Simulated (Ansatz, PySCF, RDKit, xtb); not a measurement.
# C4H5BrF2Si: ranking a sample of isomers

A sample of isomers of C4H5BrF2Si is drawn. Aim: find which of them has the lowest free energy at 298.15 K, then its properties. The sample is small against all isomers, and the most stable one of this formula need not be in it.

Plan: many cheap relaxations first (GFN2-xTB), then density-functional screening, relaxation at B3LYP/def2-SVP, vibrations (at GFN2-xTB) and a final energy. The numbers are computed, not measured.

## Step 1: Candidates

Isomers were taken from a list of plausible structures; this is a sample, not all of them. That gives 5 candidates.

| label | SMILES | spin |
| --- | --- | --- |
| c011 | FC(F)=C(Br)/C=C\[SiH3] | singlet |
| c433 | FC(F)CC#C[SiH2]Br | singlet |
| c468 | F[SiH](F)CC#CCBr | singlet |
| c557 | FC(F)C#CC[SiH2]Br | singlet |
| c743 | C#C[Si@@H](CF)[C@@H](F)Br | singlet |

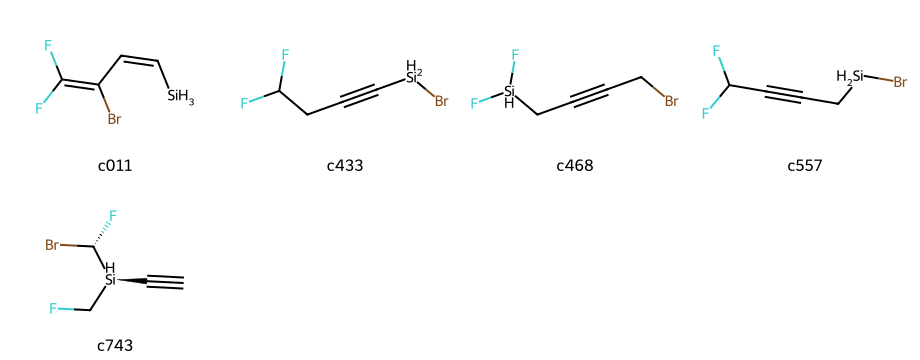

Structural formulas of the candidates.

Candidates are built by distance geometry, with a force field where one applies, in up to four conformers (letters a to d).

## Step 2: Search with GFN2-xTB

All 11 starts are relaxed the same way. One of them, c433a (taken from a list of plausible isomers, embedded by distance geometry and MMFF94), in full:

start.xyz reads:

```xyz
13
c433a
C     -2.539165    -0.527173     2.573778
C     -2.086188    -1.558037     1.516994
C     -1.076652    -1.050028     0.635101
C     -0.179014    -0.625442    -0.113193
Br     0.401433     1.883834    -2.202101
F     -3.607458    -1.013463     3.250909
F     -1.525464    -0.427102     3.485202
Si     1.066562     0.049909    -1.239063
H     -2.731187     0.427772     2.104733
H     -1.735254    -2.492581     2.066261
H     -2.966628    -1.873652     0.921396
H      2.360233     0.332437    -0.537739
H      1.408143    -0.998617    -2.360206
```

Run with:

```
xtb start.xyz --gfn 2 --opt
```

Output, shortened:

```text
* xtb version 6.7.1
[...]
          :  # basis functions                  49          :
[...]
          :  # electrons                        46          :
[...]
          :  Hamiltonian                  GFN2-xTB          :
[...]
          :  net charge                          0          :
          :  unpaired electrons                  0          :
[...]
   *** convergence criteria satisfied after 15 iterations ***
[...]
   *** GEOMETRY OPTIMIZATION CONVERGED AFTER 11 ITERATIONS ***
[...]
   *** convergence criteria satisfied after 3 iterations ***
[...]
         ::                     SUMMARY                     ::
         :::::::::::::::::::::::::::::::::::::::::::::::::::::
         :: total energy             -26.383863311887 Eh    ::
         :: gradient norm              0.000547798197 Eh/a0 ::
         :: HOMO-LUMO gap              4.798324615413 eV    ::
         ::.................................................::
         :: SCC energy               -26.641250266062 Eh    ::
         :: -> isotropic ES            0.049756659259 Eh    ::
         :: -> anisotropic ES         -0.003961964977 Eh    ::
         :: -> anisotropic XC         -0.014485922708 Eh    ::
         :: -> dispersion             -0.009009047250 Eh    ::
         :: repulsion energy           0.257386954175 Eh    ::
         :: add. restraining           0.000000000000 Eh    ::
         :: total charge              -0.000000000000 e     ::
         :::::::::::::::::::::::::::::::::::::::::::::::::::::
[...]
        23        2.0000           -0.4223504             -11.4927 (HOMO)
        24                         -0.2460153              -6.6944 (LUMO)
[...]
     #   Z          covCN         q      C6AA      α(0)
     1   6          3.474     0.311    17.543     6.275
     2   6          3.805    -0.059    21.636     6.622
     3   6          1.970    -0.016    31.476     9.060
     4   6          1.864    -0.140    35.100     9.570
     5  35          0.828    -0.237   191.397    22.305
     6   9          0.787    -0.226    11.512     4.008
     7   9          0.787    -0.224    11.486     4.003
     8  14          3.552     0.512    98.697    19.134
     9   1          0.923     0.064     2.155     2.296
    10   1          0.924     0.092     1.859     2.132
    11   1          0.924     0.086     1.922     2.168
    12   1          0.921    -0.080     4.916     3.467
    13   1          0.921    -0.082     4.981     3.490
[...]
     #   Z sym  total        # sym  WBO       # sym  WBO       # sym  WBO
 ---------------------------------------------------------------------------
     1   6      3.847 --     2      0.963     7      0.951     9      0.950
                             6      0.947
     2   6      3.989 --     3      1.054     1      0.963    10      0.946
                            11      0.946
     3   6      3.977 --     4      2.816     2      1.054
     4   6      3.948 --     3      2.816     8      0.940
     5  35      1.189 --     8      1.071
     6   9      1.042 --     1      0.947
     7   9      1.045 --     1      0.951
     8  14      3.849 --     5      1.071     4      0.940    12      0.878
                            13      0.878
     9   1      0.996 --     1      0.950
    10   1      0.991 --     2      0.946
[...]
molecular dipole:
                 x           y           z       tot (Debye)
 q only:        0.300      -0.797      -0.557
   full:        0.726      -1.763      -0.119       4.856
molecular quadrupole (traceless):
[...]
          | TOTAL ENERGY              -26.383863311887 Eh   |
          | GRADIENT NORM               0.000547798197 Eh/α |
          | HOMO-LUMO GAP               4.798324615413 eV   |
           -------------------------------------------------
[...]
```

It took 0.11 s on 4 threads of Arm Neoverse V1, shared host.

## Step 3: Distinct minima at GFN2-xTB

11 of the 11 relaxations converged; 1 ended on a minimum already found. 10 distinct structures remain:

```
label  start               SMILES after     spin  energy (kcal/mol)
c468a  drawn           F[SiH](F)CC#CCBr  singlet                0.0
c468b  drawn           F[SiH](F)CC#CCBr  singlet                0.6
c433a  drawn          FC(F)CC#C[SiH2]Br  singlet               45.1
c433b  drawn          FC(F)CC#C[SiH2]Br  singlet               45.9
c557a  drawn          FC(F)C#CC[SiH2]Br  singlet               49.7
c557b  drawn          FC(F)C#CC[SiH2]Br  singlet               50.2
c011a  drawn     FC(F)=C(Br)/C=C\[SiH3]  singlet               79.8
c743b  drawn  C#C[Si@@H](CF)[C@@H](F)Br  singlet              104.3
c743d  drawn  C#C[Si@@H](CF)[C@@H](F)Br  singlet              104.7
c743a  drawn  C#C[Si@@H](CF)[C@@H](F)Br  singlet              105.0
```

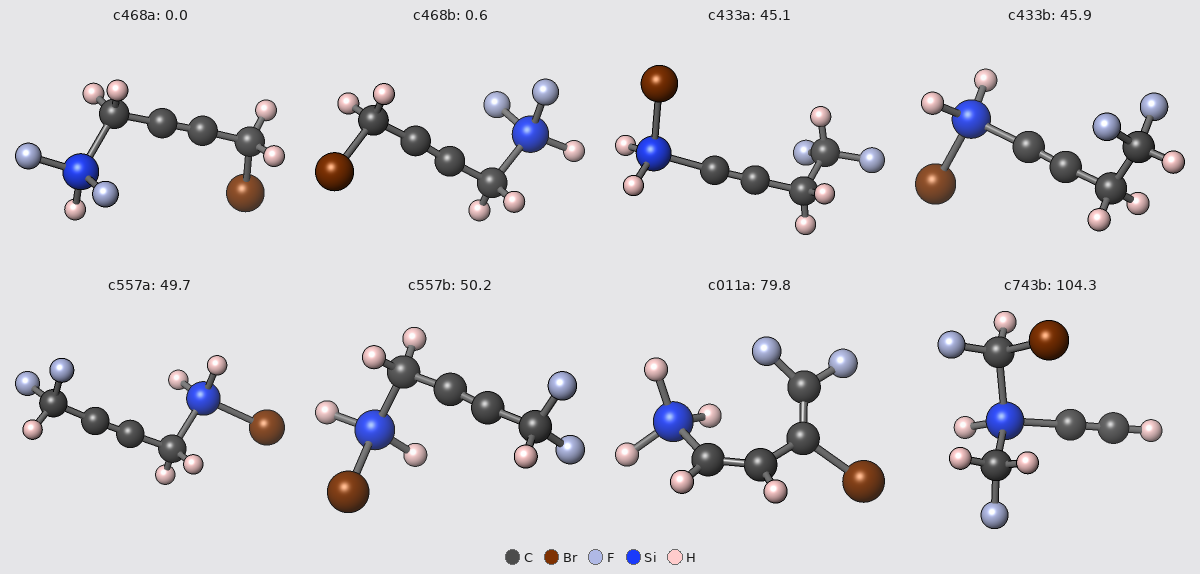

The 8 lowest minima that did not fall apart, with their GFN2-xTB energies in kcal/mol.

## Step 4: Screening with a density functional

A choice of the minima (the low ones first, few conformers of a pattern, up to a cap) and the lowest that fell apart get a single point at r2SCAN-D4/def2-SVP on the tight-binding geometry, and one at HF/STO-3G for comparison. The lowest singlets are also tried as triplets at the same geometry (label ending in t). The first, c468a:

input.yaml reads:

```yaml
crystal:
  periodic: [false, false, false]
  atoms:
    - symbol: C
      position_ang: [-0.134916, -0.170941, 1.538264]
    - symbol: C
      position_ang: [0.011423, 0.971693, 0.669204]
    - symbol: C
      position_ang: [0.157636, 1.936537, -0.029134]
    - symbol: C
      position_ang: [0.314251, 3.040148, -0.932910]
    - symbol: Br
      position_ang: [0.236038, 2.425121, -2.818380]
    - symbol: F
      position_ang: [2.524769, -1.196802, 1.416510]
    - symbol: F
      position_ang: [0.745511, -2.795264, 2.096176]
    - symbol: Si
      position_ang: [1.020510, -1.603680, 1.064994]
    - symbol: H
      position_ang: [0.977762, -2.118476, -0.278666]
    - symbol: H
      position_ang: [-1.177544, -0.497825, 1.515080]
    - symbol: H
      position_ang: [0.084079, 0.142365, 2.564851]
    - symbol: H
      position_ang: [-0.488619, 3.770316, -0.828346]
    - symbol: H
      position_ang: [1.287559, 3.517925, -0.818738]
basis:
  gaussian:
    orbitals: def2-SVP
hamiltonian:
  xc: r2scan
  dispersion: d4
scf:
  lower_state_search: "off"
```

Run with:

```
ansatz run input.yaml --threads 4 --pin off --max-ram 7830MiB --events-out events.jsonl --progress --plain --runs-dir runs
```

Output, shortened:

```text
Warning: RAYON_NUM_THREADS=4 ignored (pool sized by the plan → 4); use --threads N
Functional definition: r2SCAN
  name "r2SCAN"
[...]
1759 factors; their error is unknown
[...]
mean field -87564.69611921 eV, -3217.9432288981 hartree, gradient 2.5e-6 eV, S^2 0.000000; 0 other end points of the search recorded, 0 dependent functions left out
reference -87564.69613006 eV, -3217.9432292968 hartree; 48, 48 occupied and 111, 111 virtual orbitals, 1759 factors
Total energy: -87564.78213880 eV, -3217.9463900597 hartree
Checks for a lower state left out: stability, starts, cluster_reference, orbital_swaps, neighbouring_geometries, increment
```

It took 2.4 s on 4 threads of Arm Neoverse V1, shared host; peak memory 0.22 GiB.

Relative energies in kcal/mol, each column from its lowest structure that stays in one piece:

```csv
label,SMILES,spin,GFN2-xTB,HF/STO-3G,r2SCAN-D4/def2-SVP
c468a,F[SiH](F)CC#CCBr,singlet,0.0,6.1,0.0
c468b,F[SiH](F)CC#CCBr,singlet,0.6,6.2,0.6
c433a,FC(F)CC#C[SiH2]Br,singlet,45.1,0.0,43.6
c433b,FC(F)CC#C[SiH2]Br,singlet,45.9,0.1,44.4
c468at,F[SiH](F)CC#CCBr,triplet,–,–,102.8
c433at,FC(F)CC#C[SiH2]Br,triplet,–,–,155.0
```

## Step 5: Relaxing the best candidates

3 candidates are relaxed at B3LYP/def2-SVP (chosen among the lowest in one piece, one conformer a pattern, with other spins of them). The first, c468a:

Changes to input.yaml since step 4:

```diff
@@ -30,8 +30,6 @@
 basis:
-  gaussian:
-    orbitals: def2-SVP
-hamiltonian:
-  xc: r2scan
-  dispersion: d4
-scf:
-  lower_state_search: "off"
+  gaussian: {orbitals: def2-SVP}
+total_charge: 0
+hamiltonian: {xc: {name: B3LYP}}
+scf: {lower_state_search: off}
+relax: {f_tol: 0.006}
```

Run with:

```
ansatz run input.yaml --threads 4 --pin off --max-ram 7830MiB --events-out events.jsonl --progress --plain --runs-dir runs
```

Output, shortened:

```text
Warning: RAYON_NUM_THREADS=4 ignored (pool sized by the plan → 4); use --threads N
[...]
Functional definition: B3LYP
  name "B3LYP"
[...]
1698 factors; integrals over basis functions are off by at most 5.0e-4 eV
[...]
mean field -87571.75010608 eV, -3218.2024581341 hartree, gradient 3.6e-6 eV, S^2 0.000000; 0 other end points of the search recorded, 0 dependent functions left out
[...]
reference -87571.75041945 eV, -3218.2024696503 hartree; 48, 48 occupied and 111, 111 virtual orbitals, 1698 factors
relax step   1: F+E_penalty+E_count = -87571.75010608 eV  Δ(F+E_penalty+E_count) = +0.000e0 eV  max|allowed force component| = 7.765e-1 eV/Å  Δτ_max = 0.0000 Å  (17 SCF iters, accepted)
[...]
relax step   8: F+E_penalty+E_count = -87571.86994565 eV  Δ(F+E_penalty+E_count) = -2.738e-4 eV  max|allowed force component| = 1.174e-2 eV/Å  Δτ_max = 0.0057 Å  (15 SCF iters, accepted)
[...]
Atom 4 at     1.027590     2.463089    -2.726656 Å, force     0.001104    -0.000301    -0.000565 eV/Å
Atom 5 at     2.523443    -1.296264     1.137240 Å, force    -0.002662    -0.000479    -0.000258 eV/Å
Atom 6 at     0.637728    -2.848958     2.023276 Å, force     0.000124     0.000467    -0.000145 eV/Å
Atom 7 at     0.940962    -1.605014     1.031777 Å, force     0.001679     0.000533    -0.000153 eV/Å
Atom 8 at     0.616617    -1.999593    -0.351856 Å, force     0.000362    -0.000382     0.000082 eV/Å
Atom 9 at    -1.073448    -0.447891     1.826848 Å, force     0.000138    -0.000182    -0.000081 eV/Å
Atom 10 at     0.376067     0.134020     2.666657 Å, force    -0.000139     0.000376     0.000529 eV/Å
Atom 11 at    -0.752878     3.421629    -1.237461 Å, force    -0.000684     0.000658     0.001564 eV/Å
Atom 12 at     0.878246     3.810528    -0.611424 Å, force     0.000286     0.000395     0.000510 eV/Å
Dipole moment:    -0.405471     0.241398     0.224956 e Å
Checks for a lower state left out: stability, starts, cluster_reference, orbital_swaps, neighbouring_geometries, increment
```

Wall time 91 s (4 threads of Arm Neoverse V1, shared host); peak memory 0.46 GiB.

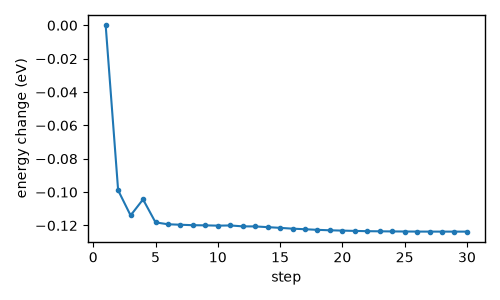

Energy along the run, all evaluated steps.

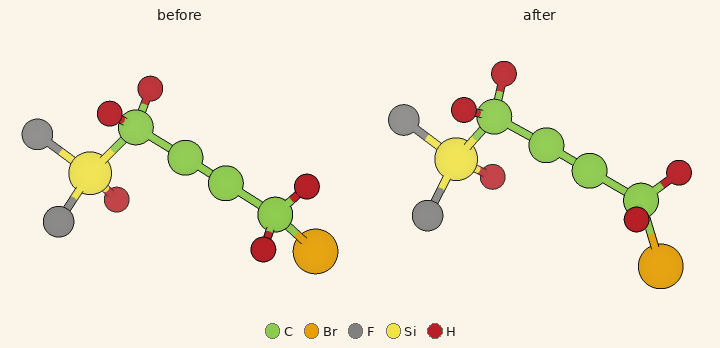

Before and after, at one scale.

After the run. Bond lengths: C1–C2 1.455 Å, C2–C3 1.214 Å, C3–C4 1.444 Å, C4–Br5 1.993 Å, C1–Si8 1.879 Å, F6–Si8 1.616 Å, F7–Si8 1.619 Å, Si8–H9 1.475 Å, C1–H10 1.105 Å, C1–H11 1.105 Å, C4–H12 1.098 Å, C4–H13 1.098 Å. Some angles: C1–C2–C3 177.4°, C2–C1–Si8 111.7°, C2–C3–C4 179.2°, C3–C4–Br5 112.9°, C1–Si8–F6 109.4°, C1–Si8–F7 107.4°, F6–Si8–F7 106.9°, C2–C1–H10 111.2°, C2–C1–H11 111.4°, Si8–C1–H10 107.9°.

## Step 6: After refinement

| label | spin | r2SCAN-D4/def2-SVP (kcal/mol) | B3LYP/def2-SVP, relaxed (kcal/mol) | time | note |
| --- | --- | --- | --- | --- | --- |
| c468a | singlet | 0.0 | 0.0 | 91 s |  |
| c433a | singlet | 43.6 | 44.6 | 2.4 min |  |
| c468at | triplet | 102.8 | 45.7 | 5.7 min | fell apart ([Br].[CH2][C][C][CH2][SiH]([F])[F] ‡) |

‡ marks the bonded skeleton alone, with all bonds drawn single: no Lewis structure was assigned that passes a check against the bond lengths.

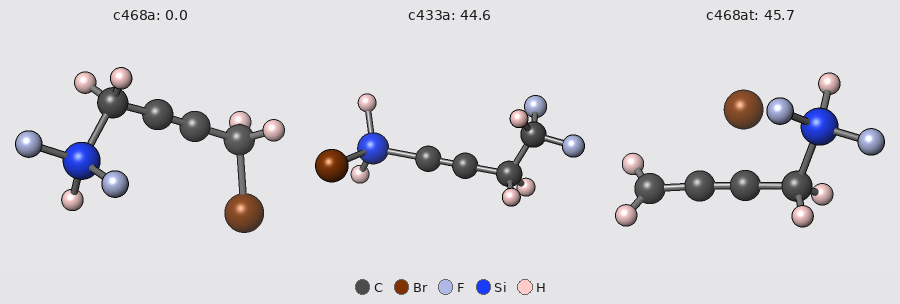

The relaxed structures, with energies at B3LYP/def2-SVP in kcal/mol.

## Step 7: Are they minima? Harmonic frequencies

The lowest few in one piece go on as finalists (c468at drops out). In this search the thermal terms come from GFN2-xTB at its own nearest minimum. The first, c468a:

start.xyz reads:

```xyz
13
c468a
C     -0.027007    -0.127359     1.671210
C      0.047084     1.001308     0.755550
C      0.133593     1.910643    -0.044289
C      0.230464     3.004979    -0.981968
Br     1.027590     2.463089    -2.726656
F      2.523443    -1.296264     1.137240
F      0.637728    -2.848958     2.023276
Si     0.940962    -1.605014     1.031777
H      0.616617    -1.999593    -0.351856
H     -1.073448    -0.447891     1.826848
H      0.376067     0.134020     2.666657
H     -0.752878     3.421629    -1.237461
H      0.878246     3.810528    -0.611424
```

Run with:

```
xtb start.xyz --gfn 2 --ohess tight
```

Output, shortened:

```text
* xtb version 6.7.1
[...]
          :  # basis functions                  49          :
[...]
          :  # electrons                        46          :
[...]
          :  Hamiltonian                  GFN2-xTB          :
[...]
          :  net charge                          0          :
          :  unpaired electrons                  0          :
[...]
   *** convergence criteria satisfied after 15 iterations ***
[...]
   *** GEOMETRY OPTIMIZATION CONVERGED AFTER 22 ITERATIONS ***
[...]
   *** convergence criteria satisfied after 3 iterations ***
[...]
         ::                     SUMMARY                     ::
         :::::::::::::::::::::::::::::::::::::::::::::::::::::
         :: total energy             -26.455792045442 Eh    ::
         :: gradient norm              0.000243904733 Eh/a0 ::
         :: HOMO-LUMO gap              4.450829309143 eV    ::
         ::.................................................::
         :: SCC energy               -26.734348849431 Eh    ::
         :: -> isotropic ES            0.047151480769 Eh    ::
         :: -> anisotropic ES         -0.000610950029 Eh    ::
         :: -> anisotropic XC          0.004766918768 Eh    ::
         :: -> dispersion             -0.009182280491 Eh    ::
         :: repulsion energy           0.278556803989 Eh    ::
         :: add. restraining           0.000000000000 Eh    ::
         :: total charge               0.000000000000 e     ::
         :::::::::::::::::::::::::::::::::::::::::::::::::::::
[...]
        23        2.0000           -0.4050200             -11.0212 (HOMO)
        24                         -0.2414550              -6.5703 (LUMO)
[...]
molecular dipole:
                 x           y           z       tot (Debye)
 q only:       -0.668       0.280       0.449
   full:       -0.930       0.628       0.946       3.730
molecular quadrupole (traceless):
[...]
          | TOTAL ENERGY              -26.455792045483 Eh   |
          | TOTAL ENTHALPY            -26.366607437134 Eh   |
          | TOTAL FREE ENERGY         -26.416287634648 Eh   |
          | GRADIENT NORM               0.000243856583 Eh/α |
[...]
```

Run time: 0.31 s. Hardware: 4 threads of Arm Neoverse V1, shared host.

## Step 8: Zero-point energy and free-energy terms

As xtb prints them, at 298.15 K, with its own treatment of low modes:

```csv
label,SMILES,spin,lowest mode (cm⁻¹),zero-point (kcal/mol),G − E (kcal/mol)
c468a,F[SiH](F)CC#CCBr,singlet,15,48.7,24.8
c433a,FC(F)CC#C[SiH2]Br,singlet,4,47.8,23.6
```

## Step 9: The final energy

Each finalist gets a single point at CCSD(T)/def2-SVP + MP2/def2-TZVPP - MP2/def2-SVP.

c468a, CCSD(T)/def2-SVP:

input.yaml reads:

```yaml
crystal:
  periodic: [false, false, false]
  atoms:
    - {symbol: C, position_ang: [-0.027007, -0.127359, 1.671210]}
    - {symbol: C, position_ang: [0.047084, 1.001308, 0.755550]}
    - {symbol: C, position_ang: [0.133593, 1.910643, -0.044289]}
    - {symbol: C, position_ang: [0.230464, 3.004979, -0.981968]}
    - {symbol: Br, position_ang: [1.027590, 2.463089, -2.726656]}
    - {symbol: F, position_ang: [2.523443, -1.296264, 1.137240]}
    - {symbol: F, position_ang: [0.637728, -2.848958, 2.023276]}
    - {symbol: Si, position_ang: [0.940962, -1.605014, 1.031777]}
    - {symbol: H, position_ang: [0.616617, -1.999593, -0.351856]}
    - {symbol: H, position_ang: [-1.073448, -0.447891, 1.826848]}
    - {symbol: H, position_ang: [0.376067, 0.134020, 2.666657]}
    - {symbol: H, position_ang: [-0.752878, 3.421629, -1.237461]}
    - {symbol: H, position_ang: [0.878246, 3.810528, -0.611424]}
basis:
  gaussian:
    orbitals: def2-SVP
correlation:
  method: ccsd_t
  frozen_orbitals: {H: 0, C: 1, Br: 9, Si: 5, F: 1}
```

Run with:

```
ansatz run input.yaml --threads 4 --pin off --max-ram 7830MiB --events-out events.jsonl --progress --plain --runs-dir runs
```

Output, shortened:

```text
Warning: RAYON_NUM_THREADS=4 ignored (pool sized by the plan → 4); use --threads N
Functional definition: HF
  name "HF"
[...]
1567 factors; integrals over basis functions are off by at most 1.2e-3 eV
[...]
mean field -87457.40972334 eV, -3214.0005265714 hartree, gradient 1.6e-6 eV, S^2 0.000000; 0 other end points of the search recorded, 0 dependent functions left out
20 core orbitals not correlated: weight in the atoms' cores, before any rotation towards them, 1.000 or more for the frozen orbitals, at most 0.000 for the correlated occupied ones
reference -87457.40972334 eV, -3214.0005265714 hartree; 28, 28 occupied and 111, 111 virtual orbitals, 1567 factors
second order -33.09947904 eV of doubles, -0.00000000 eV of singles
cycle   1  -33.24932796 eV  change   -1.5e-1 eV  update   1.3e-1
[...]
cycle   9  -34.24706411 eV  change   -3.3e-5 eV  update   2.8e-5
perturbative correction -0.96793031 eV, -0.0355707826 hartree
Total energy: -87492.62471776 eV, -3215.2946537468 hartree
```

Run time: 73 s. Hardware: 4 threads of Arm Neoverse V1, shared host; peak memory 1.6 GiB.

## Step 10: c468a at MP2/def2-TZVPP

Changes to input.yaml since step 9:

```diff
@@ -17,6 +17,3 @@
 basis:
-  gaussian:
-    orbitals: def2-SVP
-correlation:
-  method: ccsd_t
-  frozen_orbitals: {H: 0, C: 1, Br: 9, Si: 5, F: 1}
+  gaussian: {orbitals: def2-TZVPP}
+correlation: {method: mp2, frozen_orbitals: {H: 0, C: 1, Br: 9, Si: 5, F: 1}}
```

Run with:

```
ansatz run input.yaml --threads 4 --pin off --max-ram 7830MiB --events-out events.jsonl --progress --plain --runs-dir runs
```

Output:

```text
Warning: RAYON_NUM_THREADS=4 ignored (pool sized by the plan → 4); use --threads N
Functional definition: HF
  name "HF"
  exchange = exact_x
  correlation = 0
2133 factors; integrals over basis functions are off by at most 1.0e-3 eV
mean field evaluation 1: about -87475.6890 eV, gradient 4.5e1 eV
mean field evaluation 2: about -87476.1089 eV, gradient 4.5e1 eV
mean field evaluation 4: about -87480.6884 eV, gradient 4.8e0 eV
mean field evaluation 8: about -87480.7759 eV, gradient 2.8e-1 eV
mean field -87480.77627359 eV, -3214.8592314546 hartree, gradient 5.0e-6 eV, S^2 0.000000; 0 other end points of the search recorded, 0 dependent functions left out
20 core orbitals not correlated: weight in the atoms' cores, before any rotation towards them, 1.000 or more for the frozen orbitals, at most 0.000 for the correlated occupied ones
reference -87480.77627359 eV, -3214.8592314546 hartree; 28, 28 occupied and 298, 298 virtual orbitals, 2133 factors
second order -41.51933041 eV of doubles, -0.00000000 eV of singles
Total energy: -87522.29560400 eV, -3216.3850387043 hartree
```

Wall time 14 s (4 threads of Arm Neoverse V1, shared host); peak memory 1.2 GiB.

[end of part 1 of 2]
